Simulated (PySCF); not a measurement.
# C2H3F3O2Si: what the fields show

```xyz
11

O    -0.3849    0.2131    1.7727
C     0.0443   -0.0452    0.6790
Si   -0.7812    0.5463   -0.9574
O    -2.0689    1.3965   -0.4972
C     1.3212   -0.8941    0.5299
F     1.0599   -1.9994   -0.1900
F     2.2569   -0.2080   -0.1495
F     1.8697   -1.2863    1.6778
H    -1.1863   -0.6502   -1.6809
H     0.1842    1.4031   -1.6299
H    -2.3095    1.5268    0.4196
```

Geometry: GFN2-xTB.

All numbers below come from PBE0/pcSseg-1, SCF density, gas phase, non-relativistic in PySCF.

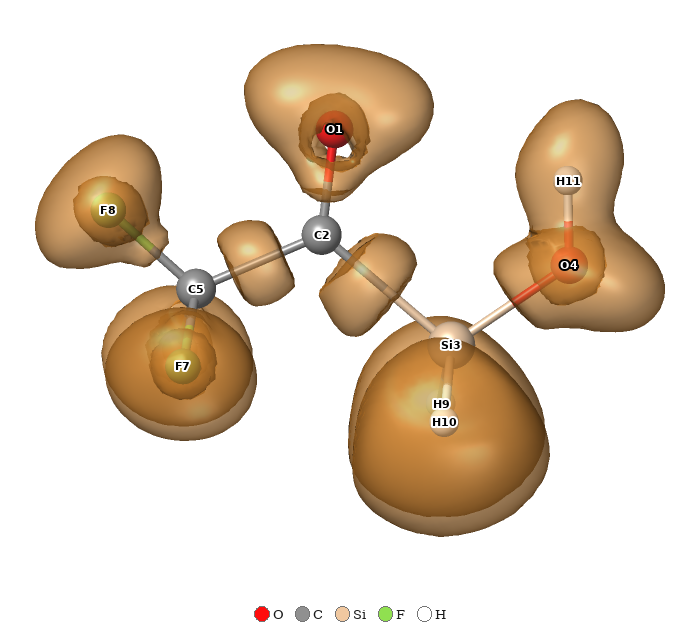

Figure 1. Isosurface of the ELF at 0.75 (orange), seen across its widest extent. Core shells and regions of very low density are left out.

What do the ELF domains correspond to?

Answer. The surface consists of one region between bonded C–C atoms (shared pairs), one region between bonded C–Si atoms (shared pairs), two regions around hydrogen nuclei, three regions on F in which the atom's valence shell and bonds are merged, one region on O in which the atom's valence shell and bonds are merged and one joined region spread over several atoms (H, O), in which their bonds and any lone pairs are merged. Profiles from the grid: C–O (1.20 Å): the ELF peaks at about 0.85 between the atoms (a multiple bond). C–F (1.33 Å): the ELF peaks at about 0.85 between the atoms; a shared but strongly polarised pair.

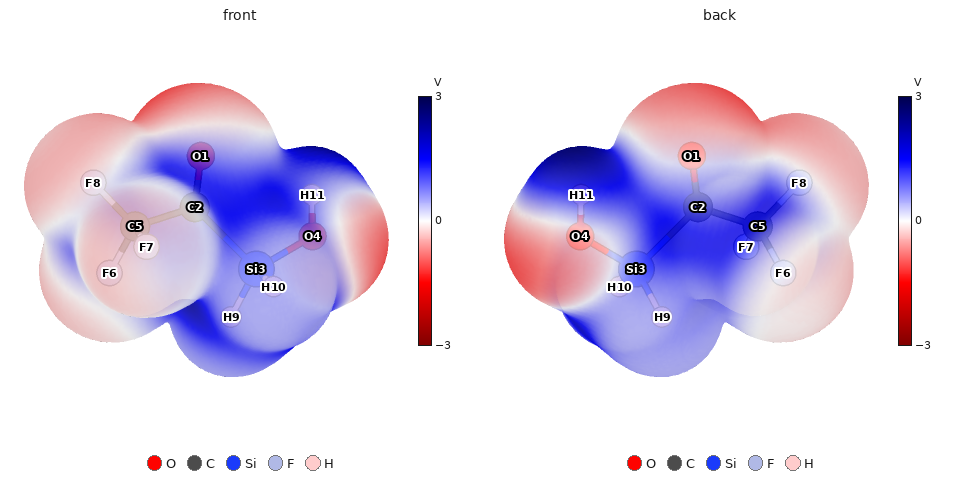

Figure 2. The molecular electrostatic potential painted on the density surface at 0.002 e/bohr³, seen from the front and from behind; the colour scale runs from red (negative) to blue (positive).

Describe the electrostatic potential map.

Answer. The most negative region (about −1.0 V) lies over O1 and O4, the most positive (about +2.6 V) over H11.

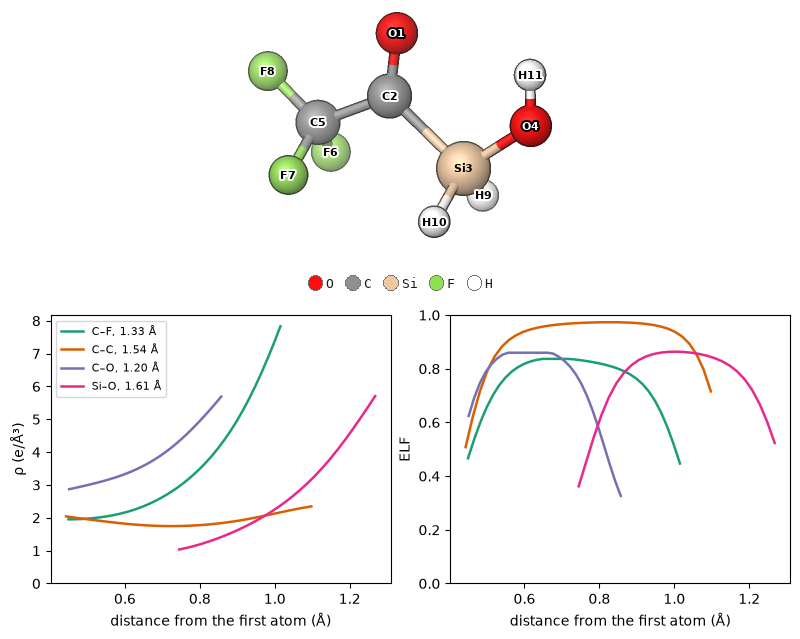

Figure 3. Total electron density and electron localisation function along straight lines between neighbouring atoms. The curves leave out the atomic cores. The structure is drawn too.

Compare the contacts.

Answer. C–F (1.33 Å): the density is about 2.4 e/Å³ at the midpoint; the ELF peaks at about 0.85 between the atoms; a polar covalent bond.
C–C (1.54 Å): the density is about 1.8 e/Å³ at the midpoint; the ELF peaks at about 1 between the atoms: a covalent bond.
C–O (1.20 Å): ρ at the midpoint is about 3.3 e/Å³; the ELF peaks at about 0.85 between the atoms; a multiple bond.
Si–O (1.61 Å): ρ is about 1.2 e/Å³ halfway; the ELF peaks at about 0.85 between the atoms (a short, strongly polar bond).
